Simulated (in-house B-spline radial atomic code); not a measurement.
# Ti⁺: density, ELF and screening along the radius

How do the shells of Ti⁺ show in real space, and how much do the settings move them?

Program: in-house B-spline radial atomic code version 1. Level of theory: several methods, spin-polarised, as named in each step; spherical all-electron atom at the radial basis limit. These are calculated values, not measurements, unless marked.

## Step 1: Starting point

* element: titanium (Z = 22)
* charge: +1
* electrons: 21
* configuration: [Ar] 3d2 4s1
* nucleus: point (non-relativistic runs) or finite (X2C runs)

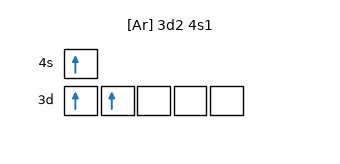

Occupation of the outer shells (arrows by Hund's rule).

Where spins are not typed, each open shell is filled with up spins first.

## Step 2: r2SCAN, non-rel.

Settings, as recorded:

```ini
Z = 22
electrons = 21.0
configuration = [Ar] 3d2 4s1
hamiltonian = nr
method = r2scan
spin_polarised = True
```

Started as:

```console
> python run_scf.py task.json out
```

task.json lists these runs, among others, and the program works through them in turn.

Results of the run (chosen fields of its result record, rounded):

```text
status: converged
scf [iteration, energy, orbital gradient]:
  - [1, -849.038409294, 0.0461]
  - [2, -849.041664912, 0.00184]
  - [3, -849.041698706, 0.000678]
  - [4, -849.041701054, 0.000359]
  - [5, -849.041702065, 3.49e-05]
  - [6, -849.04170209, 7.48e-06]
  - [7, -849.041702091, 1.9e-06]
  - [8, -849.041702091, 3.51e-07]
  - [9, -849.041702091, 6.05e-08]
energy [hartree]: {"total": -849.041702091, "kinetic": 848.295405305, "nuclear": -2005.35310273, "coulomb": 349.771420238, "xc": -41.7554249088}
orbitals [hartree, bohr; first row names the columns]:
  - ["name", "occ", "eps", "<r>", "<r^2>", "<1/r>", "r_max", "density_at_nucleus", "spin_orbit_zeta"]
  - ["1s up", 1.0, -178.73524, 0.070183, 0.0066123, 21.524, 0.046142, 3245.6, "-"]
  - ["1s down", 1.0, -178.73471, 0.070184, 0.0066125, 21.524, 0.046143, 3245.5, "-"]
  - ["2s up", 1.0, -20.0537, 0.32681, 0.12628, 4.5085, 0.27094, 282.24, "-"]
  - ["2s down", 1.0, -20.025429, 0.32646, 0.12598, 4.5131, 0.27086, 282.8, "-"]
  - ["2p up", 3.0, -16.74686, 0.29074, 0.10421, 4.4303, 0.22066, "-", 0.1377]
  - ["2p down", 3.0, -16.724869, 0.29034, 0.10389, 4.4347, 0.22053, "-", 0.13799]
  - ["3s up", 1.0, -2.6546665, 1.0144, 1.1861, 1.3792, 0.87511, 37.74, "-"]
  - ["3s down", 1.0, -2.5659727, 1.0159, 1.1892, 1.3759, 0.87591, 37.483, "-"]
  - ["3p up", 3.0, -1.7704267, 1.0891, 1.3962, 1.2549, 0.90484, "-", 0.015421]
  - ["3p down", 3.0, -1.6802379, 1.0874, 1.3894, 1.2545, 0.90598, "-", 0.015371]
  - ["3d up", 2.0, -0.4487007, 1.5056, 2.9664, 0.89706, 0.97735, "-", 0.00068585]
  - ["4s up", 1.0, -0.40686968, 3.151, 11.232, 0.41038, 2.7506, 3.644, "-"]
sum_r [bohr^k]: {"-1": 91.15241, "1": 17.25888, "2": 28.78719}
density_at_nucleus [bohr^-3]: 7135.056
spin_density_at_nucleus [bohr^-3]: 3.422699
mass_velocity [hartree]: -17.39449
darwin [hartree]: 13.13018
radius_at_0.001 [bohr]: 4.181
radius_enclosing_fraction [bohr]: {"0.5": 0.5792, "0.9": 1.754, "0.99": 4.089}
slater [hartree]: {"F0(3d up,3d up)": 0.62019, "F2(3d up,3d up)": 0.28038, "F4(3d up,3d up)": 0.17322, "F0(3d up,4s up)": 0.35003, "G2(3d up,4s up)": 0.058477, "F0(4s up,4s up)": 0.28583}
```

Wall time 0.24 s (1 thread, shared host).

radius_at_0.001 is where the density falls to 0.001 electrons per bohr³. Meta-GGA runs start from a PBE run whose iterations are not counted.

The record's radial tables, every 2nd point:

| r (bohr) | 4πr²n (1/bohr) | ELF | screened charge r·V (e) | reduced gradient s | 4πr²(n↑−n↓) |
| --- | --- | --- | --- | --- | --- |
| 0.0100 | 5.777 | 0.9996 | 21.10 | 0.4265 | 0.002730 |
| 0.0150 | 10.44 | 0.9992 | 20.67 | 0.4576 | 0.004834 |
| 0.0223 | 16.78 | 0.9981 | 20.07 | 0.5059 | 0.007388 |
| 0.0333 | 23.26 | 0.9930 | 19.25 | 0.5838 | 0.008913 |
| 0.0497 | 26.02 | 0.9548 | 18.16 | 0.7014 | 0.006217 |
| 0.0742 | 22.81 | 0.6484 | 16.80 | 0.8050 | -0.001779 |
| 0.111 | 19.44 | 0.2636 | 15.09 | 0.5731 | -0.003810 |
| 0.165 | 24.05 | 0.5435 | 13.01 | 0.2917 | 0.02556 |
| 0.246 | 27.65 | 0.8361 | 10.67 | 0.4573 | 0.1082 |
| 0.368 | 16.90 | 0.6682 | 8.429 | 0.8432 | 0.3138 |
| 0.548 | 7.929 | 0.1220 | 6.326 | 0.5639 | 0.7916 |
| 0.818 | 10.18 | 0.7442 | 4.139 | 0.2955 | 1.287 |
| 1.22 | 7.403 | 0.7814 | 2.432 | 0.7261 | 1.157 |
| 1.82 | 2.261 | 0.2733 | 1.575 | 1.291 | 0.8527 |
| 2.72 | 0.7273 | 0.2447 | 1.190 | 1.217 | 0.6437 |
| 4.06 | 0.2476 | 0.6476 | 1.032 | 2.228 | 0.2468 |
| 6.05 | 0.02327 | 0.4158 | 1.002 | 7.354 | 0.02327 |
| 9.03 | 0.0002872 | 0.01064 | 1.000 | 43.85 | 0.0002872 |

## Step 3: LDA (VWN5), X2C

Settings, as recorded:

```ini
Z = 22
electrons = 21.0
configuration = [Ar] 3d2 4s1
hamiltonian = x2c
method = lda,vwn
spin_polarised = True
nucleus = fermi
rms_radius = 3.5921
mass_number = 48
atomic_mass = 47.947940677
speed_of_light = 137.035999084
```

From the record:

```text
status: converged
iterations: 9
energy [hartree]: {"total": -851.378907682, "kinetic": 859.042839025, "nuclear": -2021.75342143, "coulomb": 351.342997608, "xc": -40.0113228872}
orbitals [hartree, bohr; first row names the columns]:
  - ["name", "occ", "eps", "<r>"]
  - ["1s up", 1.0, -178.59396, 0.069469]
  - ["1s down", 1.0, -178.59249, 0.069469]
  - ["2s up", 1.0, -19.938461, 0.32587]
  - ["2s down", 1.0, -19.91468, 0.32561]
  - ["2p up", 3.0, -16.57626, 0.29045]
  - ["2p down", 3.0, -16.557402, 0.29015]
  - ["3s up", 1.0, -2.5821856, 1.0093]
  - ["3s down", 1.0, -2.5156696, 1.0091]
  - ["3p up", 3.0, -1.7199282, 1.0875]
  - ["3p down", 3.0, -1.6533298, 1.0867]
  - ["3d up", 2.0, -0.45269055, 1.5104]
  - ["4s up", 1.0, -0.40881795, 3.1081]
sum_r [bohr^k]: {"-1": 92.37582, "1": 17.2022, "2": 28.5301}
```

Wall time 0.24 s (1 thread, shared host).

The record's radial tables, every 4th point:

| r (bohr) | 4πr²n (1/bohr) | ELF | screened charge r·V (e) | reduced gradient s | 4πr²(n↑−n↓) |
| --- | --- | --- | --- | --- | --- |
| 0.0100 | 6.271 | 0.9996 | 21.09 | 0.4802 | 0.003189 |
| 0.0222 | 17.29 | 0.9981 | 20.06 | 0.5253 | 0.008168 |
| 0.0494 | 26.09 | 0.9531 | 18.16 | 0.7085 | 0.006802 |
| 0.110 | 19.51 | 0.2663 | 15.11 | 0.5737 | -0.002405 |
| 0.244 | 27.66 | 0.8344 | 10.70 | 0.4564 | 0.1091 |
| 0.543 | 8.109 | 0.1288 | 6.357 | 0.5753 | 0.7883 |
| 1.21 | 7.427 | 0.7805 | 2.458 | 0.7178 | 1.150 |
| 2.69 | 0.7592 | 0.2419 | 1.192 | 1.246 | 0.6613 |
| 5.97 | 0.02447 | 0.4091 | 1.002 | 7.147 | 0.02447 |

## Step 4: PBE, X2C

The settings differ from step 3 so:

```diff
@@ -4,3 +4,3 @@
 hamiltonian = x2c
-method = lda,vwn
+method = pbe,pbe
 spin_polarised = True
```

From the record:

```text
status: converged
iterations: 10
energy [hartree]: {"total": -853.239865245, "kinetic": 861.449674072, "nuclear": -2024.31732325, "coulomb": 351.54626016, "xc": -41.9184762232}
orbitals [hartree, bohr; first row names the columns]:
  - ["name", "occ", "eps", "<r>"]
  - ["1s up", 1.0, -179.06782, 0.069325]
  - ["1s down", 1.0, -179.06694, 0.069325]
  - ["2s up", 1.0, -19.989292, 0.32487]
  - ["2s down", 1.0, -19.967909, 0.32462]
  - ["2p up", 3.0, -16.582939, 0.28999]
  - ["2p down", 3.0, -16.566208, 0.28969]
  - ["3s up", 1.0, -2.5941258, 1.0078]
  - ["3s down", 1.0, -2.5237796, 1.0069]
  - ["3p up", 3.0, -1.7214591, 1.0868]
  - ["3p down", 3.0, -1.6504839, 1.0852]
  - ["3d up", 2.0, -0.44508688, 1.5122]
  - ["4s up", 1.0, -0.40194334, 3.1318]
sum_r [bohr^k]: {"-1": 92.49517, "1": 17.21437, "2": 28.6898}
```

Wall time 0.28 s (1 thread, shared host).

The record's radial tables, every 4th point:

| r (bohr) | 4πr²n (1/bohr) | ELF | screened charge r·V (e) | reduced gradient s | 4πr²(n↑−n↓) |
| --- | --- | --- | --- | --- | --- |
| 0.0100 | 6.304 | 0.9996 | 21.09 | 0.4803 | 0.003016 |
| 0.0223 | 17.44 | 0.9981 | 20.05 | 0.5262 | 0.007729 |
| 0.0496 | 26.13 | 0.9522 | 18.15 | 0.7111 | 0.006112 |
| 0.110 | 19.47 | 0.2646 | 15.11 | 0.5735 | -0.003643 |
| 0.245 | 27.69 | 0.8363 | 10.67 | 0.4594 | 0.1064 |
| 0.546 | 8.014 | 0.1271 | 6.328 | 0.5610 | 0.7792 |
| 1.22 | 7.334 | 0.7763 | 2.429 | 0.7317 | 1.156 |
| 2.70 | 0.7482 | 0.2427 | 1.192 | 1.240 | 0.6549 |
| 6.02 | 0.02515 | 0.4343 | 1.002 | 6.879 | 0.02515 |

## Step 5: Hartree-Fock, X2C

The settings differ from step 4 so:

```diff
@@ -4,3 +4,3 @@
 hamiltonian = x2c
-method = pbe,pbe
+method = hf
 spin_polarised = True
```

From the record:

```text
status: converged
iterations: 12
energy [hartree]: {"total": -852.532963763, "kinetic": 861.437721936, "nuclear": -2024.21610341, "coulomb": 351.014055679, "exact_exchange": -40.7686379703}
orbitals [hartree, bohr; first row names the columns]:
  - ["name", "occ", "eps", "<r>"]
  - ["1s up", 1.0, -184.67567, 0.069266]
  - ["1s down", 1.0, -184.67365, 0.069267]
  - ["2s up", 1.0, -21.938005, 0.32242]
  - ["2s down", 1.0, -21.901208, 0.32207]
  - ["2p up", 3.0, -18.104451, 0.28885]
  - ["2p down", 3.0, -18.071245, 0.28824]
  - ["3s up", 1.0, -3.2402687, 1.0058]
  - ["3s down", 1.0, -3.1013962, 1.0072]
  - ["3p up", 3.0, -2.1442508, 1.0909]
  - ["3p down", 3.0, -1.9841354, 1.088]
  - ["3d up", 2.0, -0.68243082, 1.4606]
  - ["4s up", 1.0, -0.48024655, 3.2755]
sum_r [bohr^k]: {"-1": 92.48987, "1": 17.26088, "2": 29.16079}
```

It took 0.33 s on 1 thread, shared host.

The record's radial tables, every 4th point:

| r (bohr) | 4πr²n (1/bohr) | ELF | screened charge r·V (e) | reduced gradient s | 4πr²(n↑−n↓) |
| --- | --- | --- | --- | --- | --- |
| 0.0101 | 6.393 | 0.9996 | 21.08 | 0.4792 | 0.002496 |
| 0.0226 | 17.67 | 0.9981 | 20.03 | 0.5270 | 0.006327 |
| 0.0505 | 26.12 | 0.9484 | 18.09 | 0.7173 | 0.004060 |
| 0.113 | 19.45 | 0.2600 | 14.98 | 0.5433 | -0.006436 |
| 0.252 | 27.50 | 0.8436 | 10.51 | 0.4790 | 0.1037 |
| 0.563 | 7.832 | 0.1297 | 6.169 | 0.4793 | 0.8169 |
| 1.26 | 6.946 | 0.7607 | 2.325 | 0.7652 | 1.180 |
| 2.81 | 0.6392 | 0.2327 | 1.179 | 1.268 | 0.5796 |
| 6.27 | 0.02266 | 0.7990 | 1.002 | 7.111 | 0.02266 |

## Step 6: The runs side by side

| run | total energy (hartree) | highest level (eV) | radius holding 50 / 90 / 99 % (bohr) | radius at n = 0.001 (bohr) | ELF minima on the full grid (bohr) |
| --- | --- | --- | --- | --- | --- |
| r2SCAN, non-rel. | -849.0417 | -11.071 | 0.579 / 1.75 / 4.09 | 4.18 | 0.11, 0.55, 2.2 |
| LDA (VWN5), X2C | -851.3789 | -11.125 | 0.576 / 1.76 / 4.05 | 4.16 | 0.11, 0.54, 2.2 |
| PBE, X2C | -853.2399 | -10.937 | 0.577 / 1.76 / 4.08 | 4.16 | 0.11, 0.55, 2.2 |
| Hartree-Fock, X2C | -852.5330 | -13.068 | 0.578 / 1.74 / 4.19 | 4.20 | 0.11, 0.56, 2.3 |

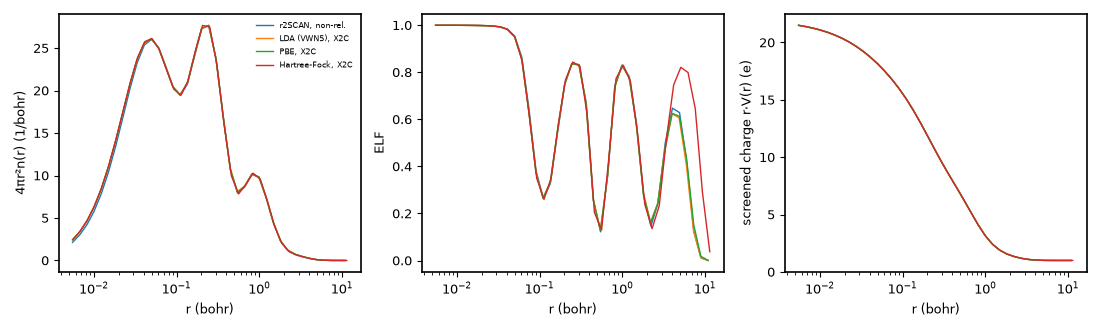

Radial density, ELF and screened nuclear charge of all runs.

What this shows: In the first run ELF has 3 minima on the grid, which mark the borders between shells. On the record's full grid the screened charge (r times the electrostatic potential) falls from 21.9 near the nucleus to 1.00 at 11 bohr; far out it tends to the net charge, 1. The radius that holds 99 % of the electrons runs from 4.05 bohr (LDA (VWN5), X2C) to 4.19 bohr (Hartree-Fock, X2C). The grid is coarse (about 22 % a step), so the places of minima are rough. For X2C runs ELF uses the non-relativistic kinetic energy density, and the fields carry no picture-change correction.
